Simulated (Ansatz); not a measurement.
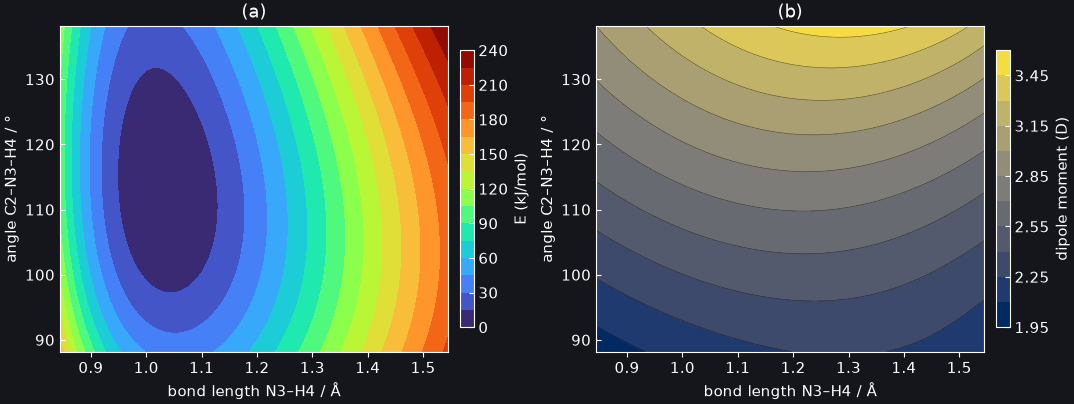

CHN₂, SMILES [N]=C=N, spin multiplicity 2. 
- The first coordinate is: bond length N3–H4; the second: angle C2–N3–H4.
- Nothing is relaxed (all other coordinates rigid).
- Grid: 15 × 15 points.
- Energies are in kJ/mol, from the relaxed molecule at the same level.
- Theory: UKS PBE-D4/def2-TZVP in Ansatz 0.2.0.

Panel (a) is the energy; panel (b) is the computed dipole moment, in D.

In the figure: filled contours. Between grid points the surface is interpolated.

**How does the dipole moment vary over the map, and what is it at the lowest grid point?**

Leaving out the highest fifth of the energies, it runs from 2.07 D at bond length N3–H4 = 0.894 Å, angle C2–N3–H4 = 88.2° to 3.51 D at bond length N3–H4 = 1.295 Å, angle C2–N3–H4 = 138.2°. At the lowest grid point, bond length N3–H4 = 1.044 Å, angle C2–N3–H4 = 113.2°, it is 2.72 D.
